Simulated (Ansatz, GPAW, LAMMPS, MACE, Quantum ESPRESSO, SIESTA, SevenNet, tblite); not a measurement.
## Rapidly quenched Si24Mg76 (at. %) (110 atoms): runs against a plane-wave reference

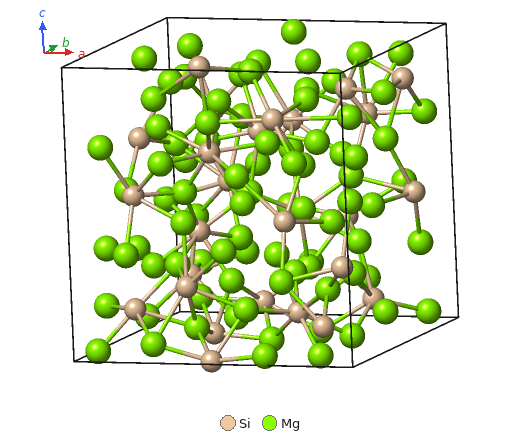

The cell (silicon light orange, magnesium green). Bonds to atoms that aren't drawn are left out. Some periodic images of atoms are drawn too.

Density of this cell: 1.86 g/cm³. The cell holds 110 atoms: 26 Si and 84 Mg. Cell: a = 13.533 Å, b = 13.533 Å, c = 13.533 Å, α = 90.0°, β = 90.0°, γ = 90.0°. 110 atoms (26 Si, 84 Mg) placed at random at 1.75 g/cm³, melted at 2000 K for 10 ps at fixed volume with the MEAM Al-Si-Mg-Cu-Fe potential (Jelinek et al., Phys. Rev. B 85, 245102 (2012)). Quenched from 2000 K to 300 K at 5 K/ps and zero pressure, held 5 ps.

Geometry: as built.

The reference, a calculation:

```
method                 : Kohn-Sham DFT, PBE, PAW, plane waves (Ansatz 0.2.0); cutoff 420 eV, Γ point, fermi-dirac smearing of 0.05 eV; PAW set soft_2
r.m.s. force component : 0.3333 eV/Å
longest force          : 1.45 eV/Å
pressure               : -1.248 GPa
SCF cycles             : 9
time                   : 49 s on 4 threads of Arm Neoverse V2, shared host
CPU time               : 3.1 min
```

Runs, in no order:
A. GPAW PBE, LCAO dzp, h 0.22 Å: Kohn-Sham DFT, PBE, PAW, atomic orbitals (dzp)
B. GPAW revPBE, LCAO dzp, h 0.2 Å: Kohn-Sham DFT, revPBE, PAW, atomic orbitals (dzp)
C. QE PBE, sssp-1.3.0-efficiency, 45/360 Ry: Kohn-Sham DFT, PBE, SSSP efficiency 1.3.0 pseudopotentials, plane waves
D. SevenNet l3i5 potential: machine-learned interatomic potential SevenNet l3i5, trained on PBE(+U) plane-wave data
E. SIESTA PBE, DZP, shift 0.01 Ry, mesh 100 Ry: Kohn-Sham DFT, PBE, PseudoDojo 0.4.1 norm-conserving pseudopotentials (converted to PSML), numerical atomic orbitals (DZP), diagonalisation

**Question.** Rank the runs by how far their forces lie from the reference's, least first.

C, A, B, D, E.

```
                                           run  Δ force, r.m.s. (meV/Å)  share of r.m.s. force (%)  CPU time
   C. QE PBE, sssp-1.3.0-efficiency, 45/360 Ry                     2.67                        0.8    16 min
               A. GPAW PBE, LCAO dzp, h 0.22 Å                     35.3                       10.6    14 min
             B. GPAW revPBE, LCAO dzp, h 0.2 Å                     51.3                       15.4    20 min
                    D. SevenNet l3i5 potential                      102                       30.7     8.2 s
E. SIESTA PBE, DZP, shift 0.01 Ry, mesh 100 Ry                      191                       57.4   1.7 min
```

Machine-learned potentials mimic data converged in k, so the reference's own k-point error enters their differences. The network of bonds at the start is that of the classical potential that made the cell, and needn't be the one that DFT or experiment would give. The electronic-structure runs sample only Γ, in a cell whose shortest periodic width is 14 Å, which is coarse for a cell with partly filled levels.

[Logs are printed without paths, hosts, clocks, repeated set-up lines and the standing remarks that a program may print on its own settings, such as how far it seeks lower states.]

[Hosts, paths, dates, database ids (printed as entryN), source tags and the programs' standing remarks are cut or masked in the printed files.]
